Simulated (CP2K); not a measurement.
**BPH5Cl (SMILES [PH3+][BH2-]Cl): PM6**

What is the vertical singlet–triplet gap of BPH5Cl at PM6? 

The calculation is run with CP2K 2026.2.

1 further run of the same task is left out (set aside as unsound or not needed).

## 1. The molecule

BPH5Cl: 8 atoms, total charge 0, spin state singlet. SMILES: `[PH3+][BH2-]Cl`. Geometry: relaxed at GFN2-xTB.

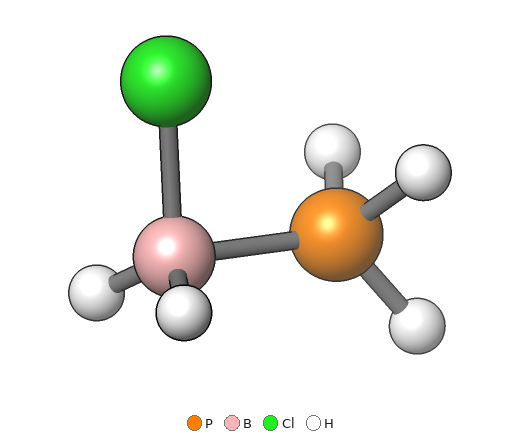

The structure, seen from a chosen angle (phosphorus orange, boron pink, chlorine green, hydrogen white).

## 2. Energy and gradient at PM6

Input file qs.inp:

```
&GLOBAL
    PROJECT qs
    RUN_TYPE ENERGY_FORCE
    PRINT_LEVEL MEDIUM
&END GLOBAL
&FORCE_EVAL
    METHOD QUICKSTEP
    &DFT
        &QS
            METHOD PM6
            EPS_DEFAULT 1.0E-10
            &SE
                &COULOMB
                    CUTOFF [angstrom] 50
                    RC_RANGE [angstrom] 0
                &END COULOMB
                &EXCHANGE
                    CUTOFF [angstrom] 50
                    RC_RANGE [angstrom] 0
                &END EXCHANGE
            &END SE
        &END QS
        &POISSON
            PERIODIC NONE
            POISSON_SOLVER ANALYTIC
        &END POISSON
        &SCF
            SCF_GUESS ATOMIC
            EPS_SCF 1.0E-07
            MAX_SCF 100
            ADDED_MOS 8
            &DIAGONALIZATION
                ALGORITHM STANDARD
            &END DIAGONALIZATION
            &MIXING
                METHOD DIRECT_P_MIXING
                ALPHA 0.4
            &END MIXING
        &END SCF
        &PRINT
            &MOMENTS
                PERIODIC F
                REFERENCE COM
                MAX_MOMENT 1
            &END MOMENTS
            &MO ON
                ENERGIES T
                OCCUPATION_NUMBERS T
                NDIGITS 6
                &EACH
                    QS_SCF 0
                &END EACH
                ADD_LAST NUMERIC
            &END MO
            &HIRSHFELD OFF
            &END HIRSHFELD
        &END PRINT
    &END DFT
    &SUBSYS
        &CELL
            ABC 12.9 13.5 12.7
            PERIODIC NONE
        &END CELL
        &COORD
            SCALED T
            P    0.46355233   0.54553148   0.46895354
            B    0.55368023   0.43657593   0.50232441
            Cl   0.61357403   0.51340926   0.60819685
            H    0.38642597   0.55203963   0.39180315
            H    0.51616628   0.63138556   0.44584488
            H    0.40657326   0.57776556   0.55376614
            H    0.50690736   0.36861444   0.53654646
            H    0.61218101   0.42010926   0.43296142
        &END COORD
    &END SUBSYS
    &PRINT
        &FORCES ON
        &END FORCES
    &END PRINT
&END FORCE_EVAL
```

Launch:

```sh
$ OMP_NUM_THREADS=1 cp2k.psmp -i qs.inp > qs.out 2>&1
```

Output:

```text
CP2K| version string:                                       CP2K version 2026.2
[...]
 GLOBAL| Method name                                                        CP2K
[...]
 GLOBAL| Run type                                                   ENERGY_FORCE
[...]
                             - Atoms:                                          8
[...]
                             - Spherical basis functions:                     27
[...]
 Number of electrons:                                                         20
[...]
     1 P_Mix/Diag. 0.40E+00    0.0     0.71942130       -15.0884213685 -1.51E+01
[...]
    20 DIIS/Diag.  0.18E-07    0.0     0.00000005       -19.1063098498  3.55E-15
  *** SCF run converged in    20 steps ***
  Core-core repulsion energy [eV]:                            873.11384591182650
  Core Hamiltonian energy [eV]:                              -806.56734029237680
  Two-electron integral energy [eV]:                        -1172.91127405108955
  Electronic energy [eV]:                                   -1393.02297731792146
  Total energy [eV]:                                         -519.90913140609507
  Atomic reference energy [eV]:                               520.06422375945090
  Heat of formation [kcal/mol]:                                 3.57651491628970
[...]
 SE_DIPOLE| Moment [Debye]          4.70426540      -3.34608646       3.08917323
 SE_DIPOLE| Derivative [a.u.]       0.00000000       0.00000000       0.00000000
 ENERGY| Total FORCE_EVAL ( QS ) energy [hartree]            -19.106309849832527
 FORCES| Atomic forces [hartree/bohr]
 FORCES|   Atom     x               y               z               |f|
 FORCES|      1 -3.04510849E-02  1.49856318E-02 -2.35551695E-02   4.13120291E-02
 FORCES|      2  2.90622334E-02 -3.15100229E-02  1.32063909E-02   4.48542497E-02
 FORCES|      3  1.16974055E-02 -5.61967078E-03  9.13548963E-03   1.58703234E-02
 FORCES|      4 -2.10266841E-02 -1.17409616E-02 -2.78934575E-02   3.68512767E-02
 FORCES|      5  3.20341023E-02  3.71212777E-02 -1.19039384E-02   5.04566816E-02
 FORCES|      6 -2.48667075E-02  8.08065648E-03  4.32554812E-02   5.05439097E-02
 FORCES|      7 -3.43671073E-03 -8.31263547E-03  3.92777277E-03   9.81520698E-03
 FORCES|      8  6.98744606E-03 -3.00427531E-03 -6.17256906E-03   9.79544187E-03
 FORCES| Sum    -1.11022302E-16  4.16333634E-17  2.77555756E-17
 FORCES| Total atomic force                                       1.21777094E-16
[...]
```

Run time: 0.42 s. Hardware: 1 thread of Arm Neoverse N1, shared host; peak memory 0.14 GiB.

## 3. The triplet, same level

Input file mol.inp:

```
&GLOBAL
  PROJECT mol
  RUN_TYPE ENERGY_FORCE
  PRINT_LEVEL MEDIUM
&END GLOBAL

&FORCE_EVAL
  METHOD QUICKSTEP
  &DFT
    CHARGE 0
    MULTIPLICITY 3
    SPIN_POLARIZED T
    &QS
      METHOD PM6
      EPS_DEFAULT 1.0E-10
      &SE
        &COULOMB
          CUTOFF [angstrom] 50
          RC_RANGE [angstrom] 0
        &END COULOMB
        &EXCHANGE
          CUTOFF [angstrom] 50
          RC_RANGE [angstrom] 0
        &END EXCHANGE
      &END SE
    &END QS
    &POISSON
      PERIODIC NONE
      POISSON_SOLVER ANALYTIC
    &END POISSON
    &SCF
      SCF_GUESS ATOMIC
      EPS_SCF 1.0E-07
      MAX_SCF 80
      &DIAGONALIZATION
        ALGORITHM STANDARD
      &END DIAGONALIZATION
      &MIXING
        METHOD DIRECT_P_MIXING
        ALPHA 0.4
      &END MIXING
    &END SCF
    &PRINT
      &MOMENTS
        PERIODIC F
        REFERENCE COM
        MAX_MOMENT 1
      &END MOMENTS
      &MO ON
        ENERGIES T
        OCCUPATION_NUMBERS T
        NDIGITS 6
        &EACH
          QS_SCF 0
        &END EACH
        ADD_LAST NUMERIC
      &END MO
      &HIRSHFELD OFF
      &END HIRSHFELD
    &END PRINT
  &END DFT
  &SUBSYS
    &CELL
      ABC [angstrom] 12.9 13.5 12.7
      PERIODIC NONE
    &END CELL
    &COORD
      SCALED T
      P    0.46355233   0.54553148   0.46895354
      B    0.55368023   0.43657593   0.50232441
      Cl   0.61357403   0.51340926   0.60819685
      H    0.38642597   0.55203963   0.39180315
      H    0.51616628   0.63138556   0.44584488
      H    0.40657326   0.57776556   0.55376614
      H    0.50690736   0.36861444   0.53654646
      H    0.61218101   0.42010926   0.43296142
    &END COORD
  &END SUBSYS
  &PRINT
    &FORCES ON
    &END FORCES
  &END PRINT
&END FORCE_EVAL
```

Launch:

```sh
$ OMP_NUM_THREADS=1 cp2k.psmp mol.inp > mol.out
```

Output:

```text
CP2K| version string:                                       CP2K version 2026.2
[...]
 GLOBAL| Method name                                                        CP2K
[...]
 GLOBAL| Run type                                                   ENERGY_FORCE
[...]
                             - Atoms:                                          8
[...]
                             - Spherical basis functions:                     27
[...]
 Number of electrons:                                                         11
[...]
     1 P_Mix/Diag. 0.40E+00    0.0     0.51177552       -15.0884213685 -1.51E+01
[...]
    32 DIIS/Diag.  0.37E-07    0.0     0.00000006       -18.9695768600 -7.82E-14
  *** SCF run converged in    32 steps ***
  Core-core repulsion energy [eV]:                            873.11384591182650
  Core Hamiltonian energy [eV]:                              -787.06293791583266
  Two-electron integral energy [eV]:                        -1204.47869106212988
  Electronic energy [eV]:                                   -1389.30228344689772
  Total energy [eV]:                                         -516.18843753507110
  Atomic reference energy [eV]:                               520.06422375945090
  Heat of formation [kcal/mol]:                                89.37776069490964
[...]
 SE_DIPOLE| Moment [Debye]          3.19878027      -4.42136596       0.97029554
 SE_DIPOLE| Derivative [a.u.]       0.00000000       0.00000000       0.00000000
 ENERGY| Total FORCE_EVAL ( QS ) energy [hartree]            -18.969576860042789
 FORCES| Atomic forces [hartree/bohr]
 FORCES|   Atom     x               y               z               |f|
 FORCES|      1 -2.62500768E-02 -5.25879338E-04 -2.74180509E-02   3.79617254E-02
 FORCES|      2  2.69916549E-02  1.36171944E-02  3.49749461E-02   4.62301230E-02
 FORCES|      3  1.05437739E-02 -1.85615937E-02  1.08433016E-03   2.13747444E-02
 FORCES|      4 -2.24081882E-02 -9.13294787E-03 -2.79409976E-02   3.69626430E-02
 FORCES|      5  3.18020202E-02  3.60750843E-02 -1.19361132E-02   4.95504894E-02
 FORCES|      6 -2.44290498E-02  7.37336424E-03  4.25741383E-02   4.96356951E-02
 FORCES|      7 -1.17000600E-03 -1.59739225E-02 -2.73421910E-03   1.62484174E-02
 FORCES|      8  4.91987166E-03 -1.28712996E-02 -8.60403375E-03   1.62451497E-02
 FORCES| Sum    -1.94289029E-16 -5.55111512E-17  9.64506253E-16
 FORCES| Total atomic force                                       9.85445090E-16
[...]
```

Run time: 0.48 s. Hardware: 1 thread of Arm Neoverse N1, shared host; peak memory 0.14 GiB.

## 4. Summary of results

At PM6:

| quantity | value |
| --- | --- |
| singlet: total energy | -19.10631 Eh |
| singlet: dipole moment | 6.55 D |
| singlet: HOMO energy | -9.81 eV |
| singlet: LUMO energy | 0.81 eV |
| singlet: HOMO–LUMO gap | 10.62 eV |
| singlet: heat of formation at this unrelaxed shape | 3.6 kcal/mol |
| singlet: largest force on an atom | 2.599 eV/Å |
| triplet: total energy | -18.96958 Eh |
| triplet: dipole moment | 5.54 D |
| triplet: HOMO energy (highest over α and β) | -6.17 eV |
| triplet: heat of formation at this unrelaxed shape | 89.4 kcal/mol |
| triplet: largest force on an atom | 2.552 eV/Å |
| vertical energy of the triplet above the singlet | 3.721 eV |

What this shows: At this shape the triplet lies 3.72 eV (359 kJ/mol) above the singlet. The largest force (singlet) is 2.60 eV/Å: the shape isn't a stationary point for this species at this level.
